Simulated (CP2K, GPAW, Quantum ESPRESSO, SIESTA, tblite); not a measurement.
# (11,0) graphene nanotube bundle (176 atoms), the built cell with every atom moved at random

The starting structure: Graphene sheet (a = 2.46 Å) rolled into a (11,0) tube of diameter 8.61 Å, 4 periods, hexagonal bundle with 3.3 Å between walls; then minimised and run for 3 ps at 600 K (NVT) with a classical potential, last frame taken. Then every atom was moved at random, 0.03 Å r.m.s. a Cartesian component.

This is the built cell with every atom moved at random. Method: Kohn-Sham DFT, PBE, PseudoDojo 0.4.1 norm-conserving pseudopotentials (converted to PSML), numerical atomic orbitals (DZP), diagonalisation; shift 0.01 Ry; mesh 300 Ry; levels smeared at 580 K; far from plane-wave PBE on this cell, through basis, grid or potentials (SIESTA 5.4.2); Γ point.

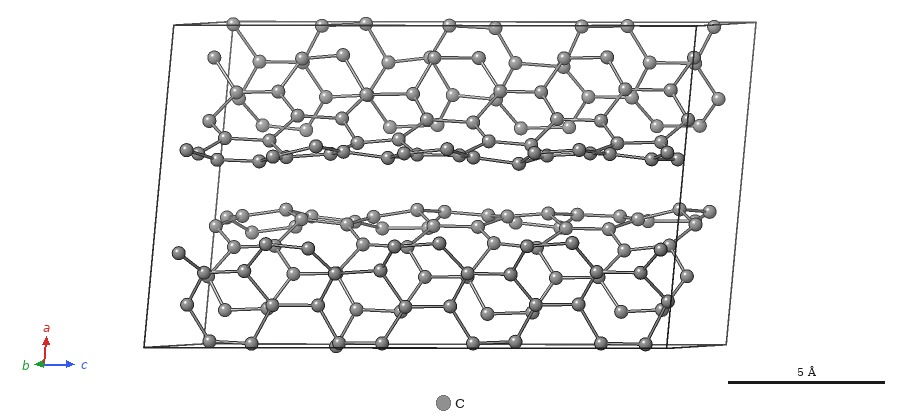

The structure (carbon grey). Some periodic images of atoms are drawn too.

Cell vectors (Å):

```
11.913 0.000 0.000
-5.957 10.317 0.000
0.000 0.000 17.043
```

Positions (Å):

```
1 C -2.02 8.25 1.34
2 C -1.99 9.48 0.69
3 C 3.93 0.34 1.31
4 C 3.78 1.58 0.68
5 C -1.69 9.55 3.52
6 C 4.10 0.41 2.72
7 C 3.20 2.71 1.39
8 C 2.36 3.53 0.70
9 C 3.83 1.58 3.43
10 C 3.37 2.82 2.81
11 C 1.26 4.11 1.47
12 C 0.14 4.18 0.72
13 C 2.53 3.69 3.51
14 C 1.34 4.05 2.78
15 C -1.06 4.09 1.36
16 C 9.75 3.65 0.69
17 C 0.13 4.36 3.54
18 C -1.06 4.21 2.76
19 C 8.82 2.85 1.51
20 C 7.94 2.01 0.79
21 C 9.75 3.57 3.57
22 C 8.86 2.75 2.90
23 C 7.64 0.77 1.41
24 C 1.61 9.83 0.70
25 C 8.06 1.89 3.60
26 C 7.50 0.71 2.84
27 C 1.94 8.63 1.51
28 C 2.67 7.72 0.70
29 C 1.41 9.78 3.53
30 C 1.90 8.60 2.88
31 C 3.64 7.03 1.40
32 C 4.66 6.34 0.70
33 C 2.58 7.67 3.57
34 C 3.56 7.01 2.85
35 C 5.90 6.02 1.45
36 C 7.15 6.09 0.63
37 C 4.74 6.55 3.61
38 C 5.89 6.09 2.82
39 C -3.56 6.49 1.40
40 C -2.61 7.20 0.70
41 C 7.01 6.27 3.53
42 C -3.66 6.52 2.78
43 C -2.67 7.28 3.49
44 C -1.98 8.30 2.66
45 C -2.12 8.38 5.64
46 C -1.85 9.53 4.91
47 C 4.08 0.35 5.54
48 C 3.61 1.61 4.87
49 C -1.77 9.55 7.72
50 C 4.07 0.40 7.05
51 C 3.18 2.69 5.66
52 C 2.38 3.62 4.99
53 C 3.98 1.62 7.76
54 C 3.44 2.69 7.07
55 C 1.34 4.15 5.68
56 C 0.15 4.37 4.94
57 C 2.38 3.54 7.80
58 C 1.30 4.06 7.11
59 C -1.07 4.16 5.67
60 C 9.82 3.58 5.00
61 C 0.12 4.19 7.80
62 C -1.16 4.19 7.12
63 C 8.79 2.87 5.72
64 C 8.12 1.92 4.96
65 C 9.68 3.71 7.75
66 C 8.98 2.86 7.06
67 C 7.61 0.73 5.56
68 C 1.72 9.90 4.92
69 C 8.17 1.84 7.72
70 C 7.74 0.65 7.09
71 C 2.18 8.74 5.62
72 C 2.73 7.62 5.00
73 C 1.54 9.77 7.79
74 C 2.00 8.66 7.07
75 C 3.59 6.81 5.69
76 C 4.74 6.37 5.03
77 C 2.68 7.67 7.83
78 C 3.68 6.89 7.04
79 C 5.84 5.99 5.68
80 C 7.12 6.31 4.86
81 C 4.72 6.36 7.80
82 C 5.89 5.96 7.19
83 C -3.76 6.75 5.68
84 C -2.68 7.29 4.98
85 C 7.09 6.20 7.82
86 C -3.81 6.80 7.09
87 C -2.80 7.42 7.86
88 C -1.96 8.30 7.10
89 C -2.11 8.40 9.97
90 C -1.66 9.55 9.17
91 C 4.23 0.49 9.90
92 C 3.87 1.58 9.19
93 C -1.78 9.58 12.05
94 C 4.05 0.47 11.37
95 C 3.22 2.68 10.02
96 C 2.36 3.51 9.25
97 C 3.85 1.68 12.11
98 C 3.31 2.70 11.35
99 C 1.39 4.16 9.94
100 C 0.08 4.28 9.20
101 C 2.33 3.48 12.12
102 C 1.27 4.08 11.34
103 C -1.15 4.03 9.92
104 C 9.62 3.67 9.25
105 C 0.09 4.20 12.08
106 C -1.06 3.98 11.37
107 C 8.73 2.95 9.88
108 C 7.93 1.98 9.17
109 C 9.72 3.61 12.05
110 C 8.67 2.80 11.43
111 C 7.52 0.82 9.85
112 C 1.63 9.89 9.21
113 C 8.02 2.01 12.18
114 C 7.56 0.82 11.42
115 C 1.98 8.74 9.87
116 C 2.65 7.68 9.21
117 C 1.49 9.91 12.07
118 C 1.82 8.60 11.35
119 C 3.60 6.93 9.99
120 C 4.66 6.28 9.30
121 C 2.63 7.71 12.08
122 C 3.50 6.86 11.37
123 C 5.94 6.05 10.05
124 C 7.16 6.07 9.25
125 C 4.74 6.36 12.04
126 C 5.88 6.10 11.39
127 C -3.64 6.51 10.00
128 C -2.76 7.37 9.31
129 C 7.12 6.13 12.05
130 C -3.51 6.41 11.36
131 C -2.67 7.33 12.09
132 C -2.14 8.39 11.38
133 C -2.02 8.34 14.16
134 C -1.60 9.49 13.50
135 C 4.32 0.43 14.20
136 C 3.82 1.63 13.50
137 C -1.91 9.61 16.42
138 C 4.30 0.46 15.75
139 C 3.17 2.60 14.27
140 C 2.35 3.40 13.51
141 C 3.97 1.67 16.41
142 C 3.42 2.80 15.64
143 C 1.26 3.94 14.17
144 C 0.07 4.28 13.48
145 C 2.40 3.61 16.36
146 C 1.37 4.07 15.65
147 C -1.10 4.10 14.29
148 C 9.70 3.68 13.55
149 C 0.17 4.18 16.34
150 C -1.09 4.22 15.63
151 C 8.73 3.00 14.26
152 C 8.00 2.00 13.60
153 C 9.68 3.66 16.38
154 C 8.72 2.96 15.74
155 C 7.61 0.82 14.28
156 C 1.58 9.94 13.53
157 C 7.95 1.99 16.42
158 C 7.66 0.77 15.67
159 C 2.09 8.78 14.32
160 C 2.67 7.80 13.49
161 C 1.55 9.83 16.38
162 C 1.91 8.75 15.69
163 C 3.54 6.91 14.18
164 C 4.63 6.45 13.49
165 C 2.59 7.56 16.32
166 C 3.62 6.85 15.59
167 C 5.87 6.32 14.16
168 C 7.12 6.19 13.45
169 C 4.72 6.37 16.31
170 C 5.88 6.23 15.64
171 C -3.59 6.43 14.16
172 C -2.60 7.23 13.46
173 C 7.20 6.05 16.26
174 C -3.59 6.39 15.61
175 C -2.45 7.17 16.35
176 C -2.09 8.41 15.61
```

Predict the forces and charges.

Columns: atom, q, fx, fy, fz (forces in eV/Å, q the Hirshfeld charge in e).

```
1 0.00 0.60 1.11 -1.14
2 0.00 1.08 -0.91 1.11
3 0.00 1.22 3.40 4.56
4 0.00 -0.65 1.28 3.56
5 0.01 -1.38 -2.02 -4.42
6 0.00 0.16 -1.47 1.51
7 0.00 2.73 -1.23 1.77
8 0.00 -0.97 2.40 0.29
9 0.00 -1.25 3.74 1.97
10 0.00 0.06 -2.43 -1.57
11 0.00 4.06 -1.11 -4.34
12 0.00 -0.65 1.42 -3.25
13 0.00 -1.97 -0.19 2.25
14 0.00 -0.29 2.16 6.02
15 -0.01 -0.38 1.25 2.49
16 0.00 -3.09 -1.79 3.43
17 0.00 1.06 -0.33 -1.54
18 0.00 -2.00 -1.51 3.07
19 0.01 -0.21 1.41 -2.79
20 -0.01 0.70 -1.12 -0.45
21 0.00 2.87 2.16 -0.32
22 -0.01 0.43 1.96 -1.33
23 0.00 -1.90 -1.49 1.30
24 0.01 -0.58 0.67 4.36
25 0.00 -2.05 -2.83 -2.40
26 0.00 0.95 1.56 0.53
27 0.00 -0.92 1.77 -4.54
28 0.00 -1.07 -1.15 -0.85
29 0.00 1.80 1.25 0.41
30 0.00 -2.84 2.94 -0.12
31 -0.01 0.73 -2.37 2.04
32 0.00 2.09 -0.35 0.81
33 0.00 2.18 -2.81 1.81
34 0.00 3.39 -1.69 -0.09
35 0.00 -0.25 0.44 -4.93
36 0.01 0.36 -0.64 3.39
37 0.01 -1.42 -1.71 -2.88
38 -0.01 -4.52 1.02 1.44
39 0.00 -3.45 -2.34 -1.56
40 0.00 1.30 -1.05 -1.78
41 0.00 6.35 -0.64 -2.38
42 0.00 0.28 1.01 2.29
43 0.00 0.49 -0.21 0.46
44 0.00 0.24 0.38 9.21
45 0.01 1.91 -2.04 2.96
46 -0.01 1.59 -4.16 -3.29
47 0.00 -1.98 9.13 5.47
48 0.01 3.85 -3.74 -0.06
49 -0.01 1.53 -2.03 3.93
50 0.00 1.39 1.80 -3.64
51 0.00 2.20 -0.88 0.38
52 0.00 2.51 0.24 -3.72
53 0.00 -0.57 -0.70 0.75
54 0.00 -4.27 3.24 0.18
55 0.00 -2.05 1.25 1.15
56 0.00 -0.92 0.54 1.13
57 0.01 4.13 -2.06 0.83
58 -0.01 0.83 0.40 -2.18
59 0.00 1.38 1.21 1.95
60 0.00 -3.07 -0.01 -2.56
61 0.00 -3.11 2.02 0.93
62 0.01 5.35 1.62 -3.00
63 0.00 2.45 1.19 -3.04
64 0.01 -2.38 -1.69 1.72
65 0.00 0.56 2.24 6.79
66 0.00 -7.27 -5.42 -0.50
67 -0.01 1.30 3.71 6.66
68 0.00 -1.54 -5.24 -2.83
69 0.00 -0.82 0.79 2.69
70 0.00 -1.05 2.43 -3.48
71 0.01 -1.98 -0.45 3.13
72 0.01 -2.53 2.06 -2.11
73 0.00 0.78 1.81 0.04
74 0.01 0.53 -0.49 -0.94
75 -0.01 0.70 -0.49 -0.57
76 0.00 -2.52 -0.10 -3.51
77 0.00 1.05 -1.14 -3.23
78 0.00 -3.16 0.85 4.63
79 0.00 5.58 0.26 2.41
80 0.00 -4.27 -2.31 6.20
81 0.00 -0.69 -1.50 4.06
82 0.00 -0.34 -0.04 -5.23
83 0.00 1.03 -0.77 -0.77
84 -0.01 0.19 0.84 -3.38
85 0.00 0.28 -1.12 2.29
86 0.00 1.10 -1.32 0.57
87 0.01 1.32 -0.20 -0.08
88 -0.01 -1.67 0.88 -2.09
89 0.00 1.56 1.42 -1.38
90 0.00 -0.97 -0.10 1.19
91 0.00 -0.25 -3.22 1.70
92 0.00 -0.36 4.15 0.46
93 0.00 0.38 -1.13 2.01
94 0.00 1.93 1.12 -1.12
95 0.00 2.19 -1.62 -6.46
96 0.00 2.37 -0.38 -1.66
97 0.00 1.13 -3.07 -1.14
98 -0.01 -2.38 2.70 3.79
99 0.00 -5.63 0.99 0.32
100 0.00 1.34 -0.29 1.56
101 0.01 1.48 0.02 -3.11
102 0.00 2.65 -0.28 1.67
103 0.00 3.13 1.60 1.56
104 0.00 3.47 2.64 -4.76
105 0.00 0.45 1.05 0.11
106 0.00 -1.94 0.94 -3.02
107 0.00 -6.07 -4.70 5.60
108 0.00 1.30 -0.18 -2.30
109 0.00 -2.42 -0.97 3.66
110 0.00 6.13 8.09 -6.53
111 0.00 0.18 0.28 4.83
112 0.00 -1.60 0.44 -1.33
113 -0.01 -5.30 -6.84 1.58
114 0.01 -0.86 0.68 -3.24
115 0.00 -0.62 -2.75 4.40
116 0.00 0.12 0.14 0.78
117 -0.01 0.93 -2.51 1.21
118 0.00 0.10 3.97 -1.35
119 0.00 -0.63 -1.34 -1.69
120 0.00 1.97 0.76 -1.29
121 0.00 -1.23 0.15 0.28
122 0.00 3.25 -0.96 1.09
123 0.01 -2.30 -0.64 -6.62
124 0.00 -1.42 0.21 0.79
125 0.00 -6.78 1.71 3.17
126 -0.01 3.01 -0.76 0.65
127 0.00 0.97 0.04 -2.40
128 0.00 -0.18 -0.97 -2.82
129 0.01 2.65 -0.38 1.38
130 -0.01 -2.68 0.28 2.26
131 0.01 -0.19 -2.27 -1.30
132 0.00 1.49 1.18 -0.39
133 0.00 0.53 -0.83 2.37
134 -0.01 -0.88 2.34 -1.52
135 0.01 -0.54 0.87 2.33
136 0.00 2.29 -2.67 2.04
137 -0.01 0.86 -3.75 -6.50
138 0.00 -0.60 1.97 -4.87
139 0.00 2.82 0.41 -0.01
140 -0.01 -1.62 1.61 -0.22
141 0.00 0.24 1.05 -5.36
142 0.00 -1.56 -0.60 1.70
143 0.01 0.30 2.13 2.54
144 0.00 0.62 -0.67 1.68
145 0.00 4.83 -2.45 -0.22
146 -0.01 -3.09 0.72 -4.34
147 0.00 0.49 1.56 -4.21
148 0.00 0.06 0.37 -2.86
149 0.01 -2.28 1.49 0.81
150 -0.01 0.03 -1.36 3.74
151 0.00 -1.54 -1.19 2.36
152 0.01 -0.31 0.53 -0.49
153 0.00 2.74 2.57 -1.00
154 0.00 -2.15 -0.90 -3.93
155 -0.01 -0.20 0.03 -0.99
156 0.00 0.65 -1.63 0.26
157 0.00 -0.24 -1.26 -1.27
158 0.01 -1.12 1.41 2.44
159 0.00 -2.76 1.79 -4.79
160 0.01 -0.05 -1.34 1.61
161 -0.01 -0.26 3.93 -0.37
162 0.00 2.55 -6.83 -1.43
163 -0.01 -0.56 0.32 0.63
164 -0.01 3.45 -1.36 -2.83
165 0.00 -0.49 3.05 0.73
166 0.01 -2.89 1.22 0.41
167 0.00 0.69 -1.43 1.96
168 -0.01 -1.14 -0.15 0.42
169 -0.01 -1.70 -0.09 2.10
170 0.01 3.72 -1.42 -3.63
171 0.00 0.77 0.68 1.30
172 0.00 -0.49 0.20 2.06
173 -0.01 -4.57 0.11 2.28
174 0.01 5.64 2.13 -2.46
175 -0.01 -3.77 0.06 -3.32
176 0.01 0.63 -2.38 0.65
```

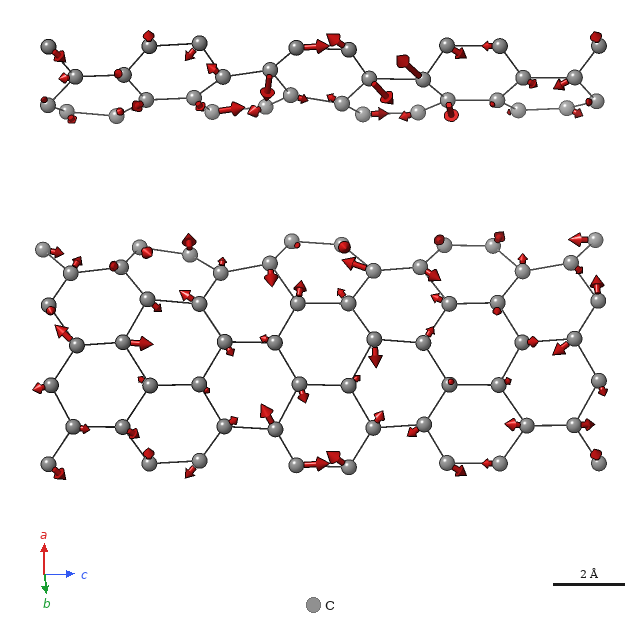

The forces as arrows, the longest 12.1 eV/Å. Drawn is a slice 4 Å thick, seen along the normal of the ac plane.

Only the Γ point is sampled, in a cell whose shortest periodic width is 10 Å.

The r.m.s. force component is 2.48 eV/Å; the longest force, 12.1 eV/Å, acts on C110.

[Logs are printed without paths, hosts, clocks, repeated set-up lines and the standing remarks that a program may print on its own settings, such as how far it seeks lower states.]

[Hosts, paths, dates, database ids (printed as entryN), source tags and the programs' standing remarks are cut or masked in the printed files.]
